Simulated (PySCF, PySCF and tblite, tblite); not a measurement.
# C5H6N2O2: conformers and averaged spectra, part 2 of 2

PySCF and tblite. Atoms count from 0. Earlier steps stand in the parts before.

## 7. Averages: properties at PBE0/pcSseg-1 in chloroform

The job: settings as JSON, then the geometry in Å.

```
{"job": {"study": "conf", "smiles": "CC(=O)c1noc(C)n1", "search": {"seed": 2475, "n_embed": 60, "ff_keep": 14, "window": 2.5, "nmax": 10, "temps": [220, 298.15, 320, 400, 800], "t_ref": 298.15, "order": 0.001, "w0": 100.0}, "level": {"nmr": {"xc": "PBE0", "basis": "pcSseg-1", "solvent": "chloroform"}, "j": {"xc": "B3LYP", "basis": {"default": "6-31G*", "H": "pcJ-1"}, "nuclei": ["H", "F", "P", "Si", "B"]}}, "kind": "conf"}, "charge": 0, "multiplicity": 1}
C     -2.915113     0.066516    -0.126478
C     -1.704703     0.946310    -0.007632
O     -1.735241     2.148711     0.005489
C     -0.428461     0.191025     0.095753
N     -0.364865    -1.116233     0.082699
O      0.948630    -1.411078     0.195873
C      1.607393    -0.240133     0.271673
C      3.075607    -0.218070     0.402360
N      0.799998     0.771687     0.213853
H     -2.974176    -0.587938     0.739840
H     -3.811082     0.676777    -0.198626
H     -2.818808    -0.566456    -1.005317
H      3.410306     0.812902     0.452832
H      3.375371    -0.751070     1.302967
H      3.530730    -0.714961    -0.452718
```

What it wrote:

```text
conformer  sym    E(xTB)   E(DFT)   G(298.15 K)  weight  dipole/D
    1     Cs      0.000    0.536    0.449   0.3193    5.997
    2     Cs      0.354    0.000    0.000   0.6807    3.759

mean shielding (ppm) by class
class atoms           220 K   298.15 K      320 K      400 K      800 K
  0 C  0            154.721    154.546    154.509    154.404    154.174
  1 C  1            -11.096    -11.221    -11.247    -11.322    -11.487
  2 O  2           -318.378   -317.697   -317.555   -317.147   -316.253
  3 C  3             15.757     15.852     15.872      15.93     16.055
  4 N  4           -147.954   -147.563   -147.481   -147.247   -146.733
  5 O  5            -80.846    -80.974      -81.0    -81.077    -81.245
  6 C  6             -1.338     -1.294     -1.284     -1.257     -1.199
  7 C  7            172.328    172.333    172.335    172.338    172.345
  8 N  8             -8.332     -8.545     -8.589     -8.717     -8.997
  9 H  9,10,11       28.787     28.786     28.786     28.785     28.783
 10 H  12,13,14      28.722     28.722     28.722     28.723     28.724
```

Wall time 1.8 min (1 thread of Arm Neoverse V1, shared host). This counts the runs that the step sums up.

The search (ETKDG, MMFF94s, GFN2-xTB) embedded 60 structures, kept 2 distinct ones after the force field and 2 after xTB; 2 were carried on (window 2.5 kcal/mol at the search's own energies). Energies: PBE0/pcSseg-1 in chloroform with D3(BJ).

Conformer by conformer (298 K):

| no. | group | mirror pair | ΔE xTB | ΔE DFT | ΔG | weight (%) | μ (D) | O2–C1–C3–N4 (°) | A, B, C (GHz) |
| --- | --- | --- | --- | --- | --- | --- | --- | --- | --- |
| 1 | Cs | no | 0.00 | 0.54 | 0.45 | 31.9 | 6.00 | 0 | 4.18, 1.12, 0.89 |
| 2 | Cs | no | 0.35 | 0.00 | 0.00 | 68.1 | 3.76 | -180 | 4.40, 1.09, 0.88 |

Energies in kcal/mol. ΔG holds xTB vibrations and rotation, symmetry numbers and mirror pairs.

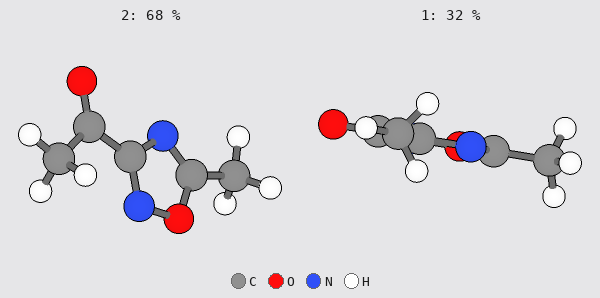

The conformers with their weights.

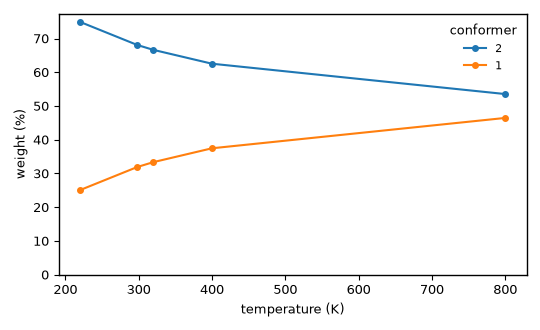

Weights against temperature.

How the weights hang on the way they are made:

| scheme | 2 | 1 | mean μ (D) |
| --- | --- | --- | --- |
| DFT free energy | 68 | 32 | 4.47 |
| DFT energy, symmetry counted | 71 | 29 | 4.40 |
| DFT energy alone | 71 | 29 | 4.40 |
| xTB energy, symmetry counted | 36 | 64 | 5.20 |
| xTB free energy | 32 | 68 | 5.28 |
| lowest conformer only | 100 | 0 | 3.76 |
| equal weights | 50 | 50 | 4.88 |

Shifts against references run at the same level (¹⁵N NH3 269.8, ¹⁷O H2O 342.2, ¹H TMS 31.70, ¹³C TMS 187.6 ppm of shielding), by class of atoms, at 298 K:

| atoms | environment | no. 2 | no. 1 | average |
| --- | --- | --- | --- | --- |
| C1 | ketone carbonyl carbon | 198.2 | 200.1 | 198.8 |
| C6 | substituted aromatic carbon next to the ring oxygen | 189.1 | 188.4 | 188.9 |
| C3 | substituted aromatic carbon next to a ring nitrogen | 172.2 | 170.8 | 171.7 |
| C0 | methyl carbon α to a carbonyl | 32.2 | 34.8 | 33.0 |
| C7 | methyl carbon on an aromatic ring | 15.3 | 15.2 | 15.3 |
| H12, H13, H14 | hydrogen on a methyl carbon on an aromatic ring | 2.98 | 2.97 | 2.98 |
| H9, H10, H11 | hydrogen on a methyl carbon α to a carbonyl | 2.91 | 2.93 | 2.91 |
| O2 | ketone oxygen | 663.1 | 653.2 | 659.9 |
| O5 | aromatic ring oxygen | 422.6 | 424.5 | 423.2 |
| N4 | pyridine-type nitrogen of an azole | 419.2 | 413.5 | 417.4 |
| N8 | pyridine-type nitrogen of an azole | 277.4 | 280.5 | 278.4 |

Couplings (Hz, B3LYP/6-31G*+pcJ-1; one pair named for each class), from conformers that hold 100 % of the weight:

| pair | bonds | no. 2 | no. 1 | average |
| --- | --- | --- | --- | --- |
| H12–H13 | 2 | -16.5 | -16.5 | -16.5 |
| H9–H10 | 2 | -15.8 | -15.6 | -15.7 |

## 8. Shieldings, conformer 1: BHandHLYP/pcSseg-1 in benzene

The job: settings as JSON, then the geometry in Å.

```
{"job": {"xc": "BHandHLYP", "basis": "pcSseg-1", "solvent": "benzene", "kind": "nmr", "pop": false}, "charge": 0, "multiplicity": 1}
C      2.533217     0.469438    -0.442862
C      1.941395    -0.381668     0.641381
O      2.578148    -0.952439     1.487771
C      0.458969    -0.460537     0.576682
N     -0.284461    -1.139247     1.408372
O     -1.554317    -0.943058     0.994972
C     -1.499348    -0.141831    -0.082260
C     -2.738345     0.261799    -0.772392
N     -0.279761     0.182700    -0.379137
H      2.246045     0.068641    -1.412422
H      2.124481     1.475181    -0.375296
H      3.615073     0.494318    -0.349959
H     -3.389540     0.793392    -0.080788
H     -2.487289     0.902352    -1.611449
H     -3.268680    -0.621050    -1.124833
```

What it wrote:

```text
coarse grid: 13448 points
cycle   1  E = -453.5069190817  dE =  2.079e+00  |g| = 9.207e-01  |ddm| = 3.688e+00
cycle   2  E = -453.3750438254  dE =  1.319e-01  |g| = 1.297e+00  |ddm| = 2.079e+00
cycle   3  E = -453.6801746534  dE = -3.051e-01  |g| = 1.320e-01  |ddm| = 1.408e+00
cycle   4  E = -453.6828628500  dE = -2.688e-03  |g| = 7.111e-02  |ddm| = 1.283e-01
cycle   5  E = -453.6838826164  dE = -1.020e-03  |g| = 1.902e-02  |ddm| = 6.632e-02
cycle   6  E = -453.6839547686  dE = -7.215e-05  |g| = 6.165e-03  |ddm| = 1.880e-02
cycle   7  E = -453.6839632431  dE = -8.475e-06  |g| = 2.548e-03  |ddm| = 6.935e-03
final grid: 132672 points
cycle   8  E = -453.7430338463  dE = -1.684e-05  |g| = 4.418e-03  |ddm| = 1.442e-02
cycle   9  E = -453.7430321474  dE =  1.699e-06  |g| = 5.597e-03  |ddm| = 6.969e-03
cycle  10  E = -453.7430379128  dE = -5.765e-06  |g| = 5.763e-04  |ddm| = 4.606e-03
cycle  11  E = -453.7430379793  dE = -6.654e-08  |g| = 1.667e-04  |ddm| = 4.609e-04
cycle  12  E = -453.7430379851  dE = -5.776e-09  |g| = 7.960e-05  |ddm| = 2.917e-04
cycle  13  E = -453.7430379865  dE = -1.379e-09  |g| = 2.345e-05  |ddm| = 7.649e-05
cycle  14  E = -453.7430379866  dE = -1.284e-10  |g| = 1.182e-05  |ddm| = 4.213e-05
converged SCF energy = -453.7430379866

GIAO shielding tensors (ppm)
atom      isotropic    diamagn.    paramagn.     s11        s22        s33       span
  0 C      153.622     251.596     -97.973    133.962    141.425    185.480     51.518
  1 C      -13.294     243.791    -257.085   -124.359    -13.703     98.180    222.539
  2 O     -329.264     394.973    -724.236   -933.955   -429.644    375.808   1309.763
  3 C       11.978     260.582    -248.604    -91.532     33.983     93.483    185.014
  4 N     -159.503     323.121    -482.624   -417.479   -132.604     71.575    489.054
  5 O      -79.809     405.835    -485.644   -248.290   -107.057    115.920    364.210
  6 C       -5.950     261.870    -267.821    -80.151    -19.039     81.338    161.489
  7 C      171.759     245.064     -73.305    159.774    164.759    190.744     30.970
  8 N      -13.723     332.774    -346.497   -169.959    -66.920    195.711    365.670
  9 H       28.807      30.118      -1.311     25.113     29.288     32.019      6.905
 10 H       28.800      30.273      -1.473     25.101     29.290     32.009      6.908
 11 H       29.482      26.907       2.576     25.793     27.974     34.681      8.888
 12 H       29.001      26.651       2.350     24.821     26.971     35.212     10.391
 13 H       28.833      28.528       0.305     23.567     28.160     34.772     11.205
 14 H       29.003      26.492       2.511     24.821     26.977     35.212     10.391
```

It took 24 s on 1 thread of Arm Neoverse V1, shared host; peak memory 1 GiB.

In short: HOMO -9.54 eV, LUMO -0.88 eV; dipole 5.79 D.

## 9. Shieldings, conformer 2: BHandHLYP/pcSseg-1 in benzene

The job: settings as JSON, then the geometry in Å.

```
{"job": {"xc": "BHandHLYP", "basis": "pcSseg-1", "solvent": "benzene", "kind": "nmr", "pop": false}, "charge": 0, "multiplicity": 1}
C     -2.915113     0.066516    -0.126478
C     -1.704703     0.946310    -0.007632
O     -1.735241     2.148711     0.005489
C     -0.428461     0.191025     0.095753
N     -0.364865    -1.116233     0.082699
O      0.948630    -1.411078     0.195873
C      1.607393    -0.240133     0.271673
C      3.075607    -0.218070     0.402360
N      0.799998     0.771687     0.213853
H     -2.974176    -0.587938     0.739840
H     -3.811082     0.676777    -0.198626
H     -2.818808    -0.566456    -1.005317
H      3.410306     0.812902     0.452832
H      3.375371    -0.751070     1.302967
H      3.530730    -0.714961    -0.452718
```

What it wrote:

```text
coarse grid: 13448 points
cycle   1  E = -453.5075013153  dE =  2.075e+00  |g| = 9.214e-01  |ddm| = 3.683e+00
cycle   2  E = -453.3683119928  dE =  1.392e-01  |g| = 1.310e+00  |ddm| = 2.070e+00
cycle   3  E = -453.6811350037  dE = -3.128e-01  |g| = 1.270e-01  |ddm| = 1.409e+00
cycle   4  E = -453.6837754370  dE = -2.640e-03  |g| = 6.480e-02  |ddm| = 1.240e-01
cycle   5  E = -453.6846272745  dE = -8.518e-04  |g| = 1.582e-02  |ddm| = 6.080e-02
cycle   6  E = -453.6846786094  dE = -5.133e-05  |g| = 4.555e-03  |ddm| = 1.549e-02
cycle   7  E = -453.6846842732  dE = -5.664e-06  |g| = 1.739e-03  |ddm| = 7.321e-03
final grid: 132672 points
cycle   8  E = -453.7439696952  dE = -1.786e-05  |g| = 3.825e-03  |ddm| = 1.466e-02
cycle   9  E = -453.7439692013  dE =  4.939e-07  |g| = 4.427e-03  |ddm| = 5.525e-03
cycle  10  E = -453.7439729131  dE = -3.712e-06  |g| = 6.927e-04  |ddm| = 3.791e-03
cycle  11  E = -453.7439730029  dE = -8.981e-08  |g| = 1.625e-04  |ddm| = 5.576e-04
cycle  12  E = -453.7439730092  dE = -6.299e-09  |g| = 6.773e-05  |ddm| = 2.737e-04
cycle  13  E = -453.7439730103  dE = -1.135e-09  |g| = 2.091e-05  |ddm| = 7.855e-05
cycle  14  E = -453.7439730104  dE = -1.218e-10  |g| = 9.221e-06  |ddm| = 3.404e-05
converged SCF energy = -453.7439730104

GIAO shielding tensors (ppm)
atom      isotropic    diamagn.    paramagn.     s11        s22        s33       span
  0 C      156.052     251.539     -95.487    136.145    141.762    190.248     54.102
  1 C      -11.605     242.911    -254.516   -123.140    -13.309    101.634    224.774
  2 O     -340.034     399.635    -739.670   -960.889   -429.355    370.141   1331.031
  3 C        9.913     261.828    -251.916    -94.471     31.895     92.314    186.784
  4 N     -160.287     327.713    -488.000   -421.850   -128.533     69.522    491.372
  5 O      -75.721     404.737    -480.458   -239.881    -98.832    111.551    351.432
  6 C       -6.519     262.846    -269.366    -81.827    -16.719     78.988    160.814
  7 C      171.736     244.454     -72.718    159.864    164.549    190.796     30.932
  8 N      -13.141     332.833    -345.974   -184.224    -62.047    206.848    391.071
  9 H       28.828      29.383      -0.554     25.254     28.901     32.330      7.076
 10 H       29.483      26.781       2.701     25.712     27.990     34.746      9.034
 11 H       28.823      29.691      -0.869     25.242     28.903     32.324      7.082
 12 H       28.757      27.332       1.424     23.405     27.957     34.908     11.504
 13 H       29.024      26.366       2.658     24.790     27.117     35.165     10.374
 14 H       29.023      26.715       2.308     24.809     27.088     35.173     10.364
```

Run time: 24 s. Hardware: 1 thread of Arm Neoverse V1, shared host; peak memory 1 GiB.

This run: HOMO -9.59 eV, LUMO -0.91 eV; dipole 3.50 D.

## 10. Boltzmann average: properties at BHandHLYP/pcSseg-1 in benzene

The job: settings as JSON, then the geometry in Å.

```
{"job": {"study": "conf", "smiles": "CC(=O)c1noc(C)n1", "search": {"seed": 2475, "n_embed": 60, "ff_keep": 14, "window": 2.5, "nmax": 10, "temps": [220, 298.15, 320, 400, 800], "t_ref": 298.15, "order": 0.001, "w0": 100.0}, "level": {"nmr": {"xc": "BHandHLYP", "basis": "pcSseg-1", "solvent": "benzene"}, "change": "BHandHLYP/pcSseg-1; solvent benzene", "top": 4}, "kind": "conf"}, "charge": 0, "multiplicity": 1}
C     -2.915113     0.066516    -0.126478
C     -1.704703     0.946310    -0.007632
O     -1.735241     2.148711     0.005489
C     -0.428461     0.191025     0.095753
N     -0.364865    -1.116233     0.082699
O      0.948630    -1.411078     0.195873
C      1.607393    -0.240133     0.271673
C      3.075607    -0.218070     0.402360
N      0.799998     0.771687     0.213853
H     -2.974176    -0.587938     0.739840
H     -3.811082     0.676777    -0.198626
H     -2.818808    -0.566456    -1.005317
H      3.410306     0.812902     0.452832
H      3.375371    -0.751070     1.302967
H      3.530730    -0.714961    -0.452718
```

What it wrote:

```text
conformer  sym    E(xTB)   E(DFT)   G(298.15 K)  weight  dipole/D
    1     Cs      0.000    0.523    0.435   0.3242    5.795
    2     Cs      0.354    0.000    0.000   0.6757    3.501

mean shielding (ppm) by class
class atoms           220 K   298.15 K      320 K      400 K      800 K
  0 C  0            155.428    155.264     155.23    155.132    154.918
  1 C  1            -12.039    -12.153    -12.177    -12.245    -12.393
  2 O  2            -337.27   -336.542    -336.39   -335.956   -335.007
  3 C  3             10.443     10.582     10.611     10.695     10.876
  4 N  4           -160.086   -160.033   -160.022    -159.99   -159.921
  5 O  5             -76.77    -77.046    -77.104    -77.269    -77.629
  6 C  6             -6.373     -6.335     -6.327     -6.304     -6.254
  7 C  7            171.742    171.744    171.744    171.745    171.747
  8 N  8             -13.29     -13.33    -13.338    -13.361    -13.413
  9 H  9,10,11       29.041      29.04      29.04     29.039     29.038
 10 H  12,13,14      28.937     28.938     28.938     28.939      28.94
```

Run time: 48 s. Hardware: 1 thread of Arm Neoverse V1, shared host. This counts the runs that the step sums up.

Against the first level, at 298 K (shieldings, ppm; largest changes first):

| atoms | PBE0/pcSseg-1 in chloroform | BHandHLYP/pcSseg-1 in benzene | change |
| --- | --- | --- | --- |
| O2 | -317.7 | -336.5 | -18.8 |
| N4 | -147.6 | -160.0 | -12.5 |
| C3 | 15.9 | 10.6 | -5.3 |
| C6 | -1.3 | -6.3 | -5.0 |
| N8 | -8.5 | -13.3 | -4.8 |
| O5 | -81.0 | -77.0 | +3.9 |
| C1 | -11.2 | -12.2 | -0.9 |
| C0 | 154.5 | 155.3 | +0.7 |
| C7 | 172.3 | 171.7 | -0.6 |
| H9, H10, H11 | 28.79 | 29.04 | +0.25 |

Weights: from PBE0/pcSseg-1 in chloroform energies 1: 32 %, 2: 68 %; from BHandHLYP/pcSseg-1 in benzene energies 1: 32 %, 2: 68 % (with a dispersion term where the level has one and the same thermal terms, so they don't follow from the SCF energies alone). Times: 1.8 min and 48 s.

## 11. Results

What follows sums up all 2 parts.

```
                                         quantity                                                value
                                       conformers  2; the first in weight is no. 2 (Cs), 68 % at 298 K
                          root-mean-square dipole                                               4.59 D
averaged ¹³C shifts (PBE0/pcSseg-1 in chloroform)                  198.8, 188.9, 171.7, 33.0, 15.3 ppm
 averaged ¹H shifts (PBE0/pcSseg-1 in chloroform)                                       2.98, 2.91 ppm
```

What this shows: At 298 K conformer 2 holds 68 % of the ensemble (75 % at 220 K, 54 % at 800 K). xTB puts no. 1 lowest, DFT no. 2. Among conformers over 5 %, C0 differs by 2.6 ppm, while the average moves by 0.5 ppm from 220 to 800 K. Going from PBE0/pcSseg-1 in chloroform to BHandHLYP/pcSseg-1 in benzene moves O2 most, by 18.8 ppm of raw shielding; the energies behind both averages, dispersion terms included where typed, rank the same conformer first.
